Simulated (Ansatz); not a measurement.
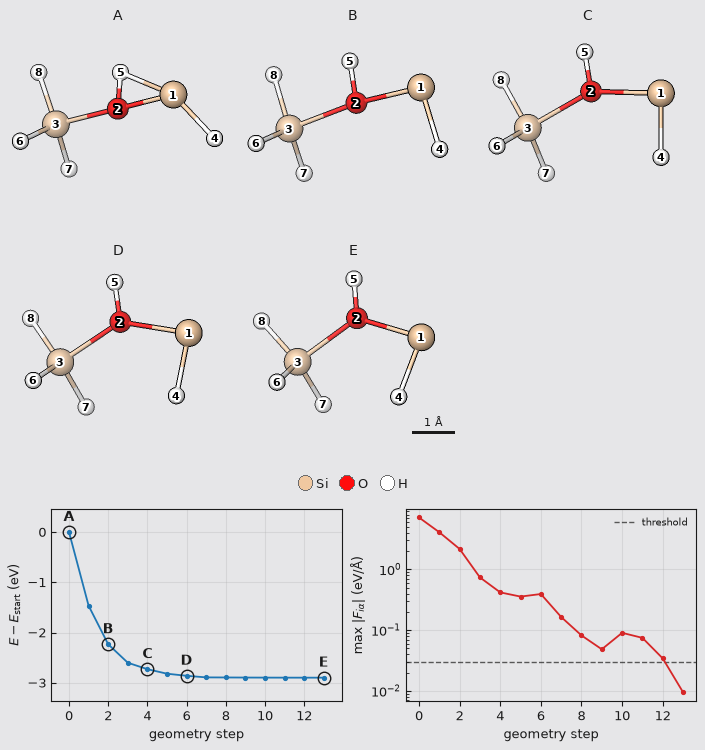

Frames of a relaxation of Si2H5O (charge +1), marked on the history of the run. Style: ball-and-stick. Shown at a tilt.

It is one of the separated reactants of a reaction.

Computed with Ansatz, RKS PBE-D4/def2-SVP. (force threshold 0.03 eV/Å; at most 250 steps)

**Describe the path.**

The atom that moves furthest after the best rigid fit is H4 (1.36 Å). Largest moves by element: H 1.36 Å, O 0.67 Å, Si 0.36 Å. Some distances before and after: Si1–H5 1.754 → 2.440 Å, Si1–O2 1.542 → 1.853 Å, O2–Si3 1.725 → 1.849 Å, Si1–H4 1.470 → 1.543 Å. Bond angles that change, for instance: Si1–O2–Si3 179.4° → 129.4°, O2–Si1–H4 118.7° → 87.4°, Si1–O2–H5 85.4° → 115.2°. The energy falls by 2.898 eV in 13 geometry steps. The largest force component goes from 7.1 to 0.0095 eV/Å. From step 0 to 2: Si and H atoms move most (0.36 Å), energy −2.234 eV. From step 2 to 4: H4 moves most (0.38 Å), energy −0.495 eV. From step 4 to 6: H4 moves most (0.39 Å), energy −0.132 eV. From step 6 to 13: H4 moves most (0.30 Å), energy −0.037 eV.

| step | E − E(0), eV | largest force component, eV/Å |
| --- | --- | --- |
| 0 | 0.0000 | 7.1437 |
| 1 | -1.4661 | 4.0815 |
| 2 | -2.2335 | 2.1661 |
| 3 | -2.6005 | 0.7369 |
| 4 | -2.7290 | 0.4178 |
| 5 | -2.8189 | 0.3563 |
| 6 | -2.8607 | 0.3926 |
| 7 | -2.8922 | 0.1644 |
| 8 | -2.8938 | 0.0817 |
| 9 | -2.8955 | 0.0483 |
| 10 | -2.8966 | 0.0902 |
| 11 | -2.8974 | 0.0745 |
| 12 | -2.8977 | 0.0342 |
| 13 | -2.8979 | 0.0095 |
